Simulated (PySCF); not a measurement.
**UB2PLYP/STO-3G run of SiCl3 (SMILES Cl[Si](Cl)Cl)**

Aim: the energy change on altering one bond length of SiCl3 at UB2PLYP/STO-3G, from 2 runs. 

Program for the calculation: PySCF 2.14.0.

15 further runs of the same task are left out: 8 that didn't finish, 7 set aside as unsound or not needed.

## (1) The system as given

The species is SiCl3 (4 atoms), meant as a doublet with charge 0. As SMILES, `Cl[Si](Cl)Cl`. The shape is that of a PBE0-D4/def2-TZVP optimisation.

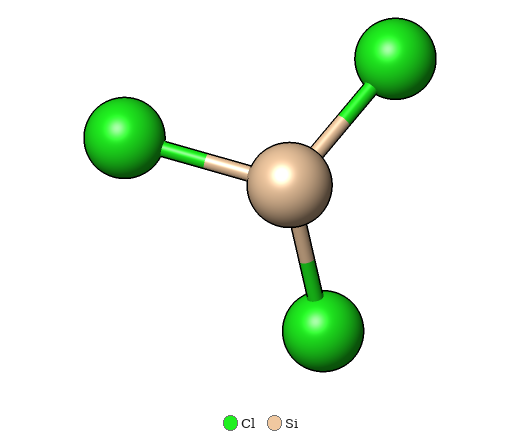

The structure, seen from a chosen angle (chlorine green, silicon light orange).

## (2) A single-point energy at UB2PLYP/STO-3G

The input, job.py:

```python
from pyscf import gto, dft, mp

mol = gto.M(
    atom='''
Cl      -1.524800      -0.591600       1.030100
Si       0.116100       0.389400       0.310600
Cl       1.694700      -0.903800       0.219000
Cl      -0.286000       1.105900      -1.559700
''',
    max_memory=1860,
    spin=1,
    charge=0,
    basis='sto-3g',
    verbose=3,
)

mf = dft.UKS(mol)
mf.xc = '0.53*HF + 0.47*B88, 0.73*LYP'
mf.grids.level = 5
mf.conv_tol = 1e-10
mf.kernel()
if not mf.converged:
    mf = mf.newton().run(mf.mo_coeff, mf.mo_occ)

pt = mp.MP2(mf, frozen=20).run()
etot = mf.e_tot + 0.27 * pt.e_corr
print('PT2 part  %.8f' % (0.27 * pt.e_corr))
print(f'total energy: {etot:.8f} hartree')
```

On the command line:

```sh
$ OMP_NUM_THREADS=1 python job.py
```

Output:

```text
WARN: HOMO -0.193258729989247 >= LUMO -0.193258729989248

converged SCF energy = -1651.15746681767  <S^2> = 0.75237715  2S+1 = 2.0023757
E(UMP2) = -1651.21301208647  E_corr = -0.0555452688014718
E(SCS-UMP2) = -1651.21468405129  E_corr = -0.0572172336183101
PT2 part  -0.01499722
total energy: -1651.17246404 hartree
```

It took 7.8 s on 1 thread of Intel Xeon Platinum 8488C (Sapphire Rapids), shared host; peak memory 0.28 GiB.

## (3) The distorted shape, same level

The input, input.py:

```python
from pyscf import gto, dft, mp

mol = gto.M(
    atom='''
Cl      -2.787673       0.442954       1.103380
Si      -1.146773       1.423954       0.383880
Cl       1.694700      -0.903800       0.219000
Cl      -1.548873       2.140454      -1.486420
''',
    max_memory=1860,
    spin=1,
    verbose=3,
    basis='sto-3g',
)

mf = dft.UKS(mol)
mf.xc = '0.53*HF + 0.47*B88, 0.73*LYP'
mf.conv_tol = 1e-10
mf.grids.level = 5
mf.kernel()
if not mf.converged:
    mf = mf.newton().run(mf.mo_coeff, mf.mo_occ)

pt = mp.MP2(mf, frozen=20).run()
etot = mf.e_tot + 0.27 * pt.e_corr
print('PT2 part  %.8f' % (0.27 * pt.e_corr))
print('E(%s) = %.9f' % ('B2PLYP', etot))
```

On the command line:

```sh
$ OMP_NUM_THREADS=1 python input.py
```

Output:

```text
WARN: HOMO -0.281064964648599 >= LUMO -0.281064964648594

WARN: HOMO -0.0516283346132066 >= LUMO -0.0513852842981528

converged SCF energy = -1651.06379905778  <S^2> = 0.75080134  2S+1 = 2.0008012
E(UMP2) = -1651.12183491211  E_corr = -0.0580358543317008
E(SCS-UMP2) = -1651.12460672894  E_corr = -0.0608076711610633
PT2 part  -0.01566968
E(B2PLYP) = -1651.079468738
```

Run time: 21 s. Hardware: 1 thread of Intel Xeon Platinum 8488C (Sapphire Rapids), shared host; peak memory 0.28 GiB.

## (4) Outcome

Level: UB2PLYP/STO-3G, 20 core orbitals frozen.

```
                                                                 quantity           value
                                                first shape: total energy  -1651.17246 Eh
                                    first shape: dipole moment (SCF part)          2.12 D
    first shape: HOMO energy (SCF part's orbitals) (highest over α and β)        -6.66 eV
     first shape: LUMO energy (SCF part's orbitals) (lowest over α and β)        -0.61 eV
                                                        first shape: ⟨S²⟩           0.752
                                            distorted shape: total energy  -1651.07947 Eh
                                distorted shape: dipole moment (SCF part)          2.06 D
distorted shape: HOMO energy (SCF part's orbitals) (highest over α and β)        -6.33 eV
 distorted shape: LUMO energy (SCF part's orbitals) (lowest over α and β)        -2.54 eV
                                                    distorted shape: ⟨S²⟩           0.751
      energy change with the Si2–Cl3 bond stretched from 2.043 to 3.677 Å        2.531 eV
```

What this shows: With the Si2–Cl3 bond stretched from 2.043 to 3.677 Å the energy rises by 2.53 eV (244 kJ/mol). The first shape isn't relaxed at this level, so the change isn't measured from a minimum. The minimal basis adds a large error of its own.
